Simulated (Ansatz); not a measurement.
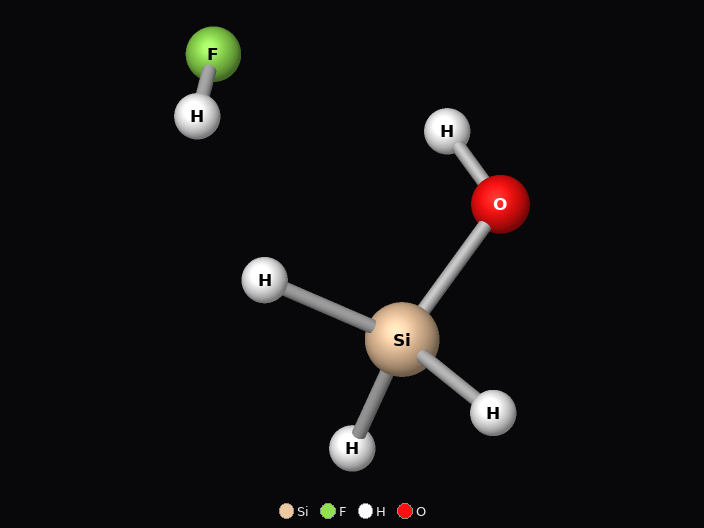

Harmonic vibrations computed with RKS PBE0-D4/def2-TZVP (Ansatz 0.2.0) at a stationary point of the same level.

> How many imaginary frequencies does it have?

A minimum: no imaginary frequency, and the lowest mode lies at 75 cm⁻¹.

> How many vibrational modes are there, and where do they lie?

18 modes: 75, 129, 156, 284, 401, 441, 702, 738, 884, 939, 955, 972, 1021, 2115, 2229, 2269, 3875, 3982 cm⁻¹.
